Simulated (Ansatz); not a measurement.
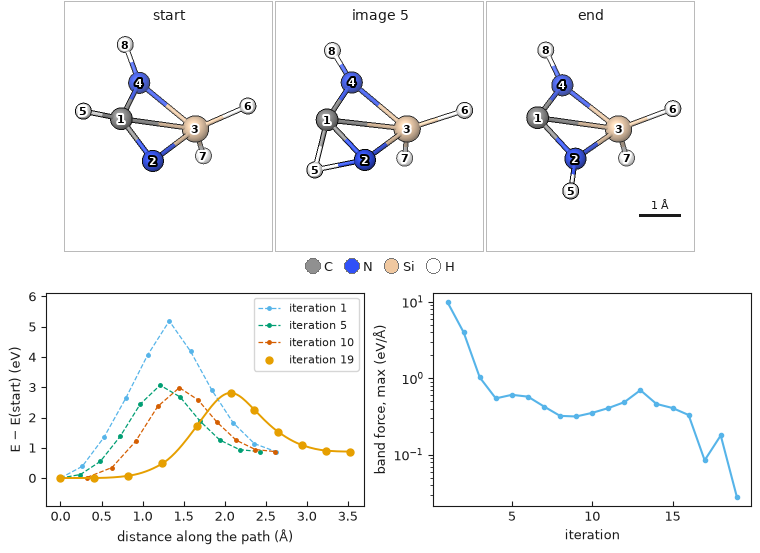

NEB run on CH$_{4}$N$_{2}$Si. Images are numbered from 0 (start) to 10 (end). The plot follows the band through its iterations. The picture is a ball-and-stick view, seen at a tilt.

These are results of Ansatz, RKS PBE-D4/def2-SVP, not measurements. Set-up: 9 movable images; climbing image; force threshold 0.05 eV/Å; iteration limit 60; starting path through a guess of the saddle point.

### How did the profile develop, and is the result final?

The result is final at these settings. The band converged in 19 iterations. The largest component of the band force went from 9.9 to 0.028 eV/Å. The climbing image converged on the top of the path. Its vibrational analysis gives one imaginary mode (1607i cm⁻¹), as a transition state must have. The first iteration put the highest image at 5.19 eV. The energy climbs by 2.81 eV to image 5 and then falls by 1.94 eV, so the end point sits at +0.88 eV.
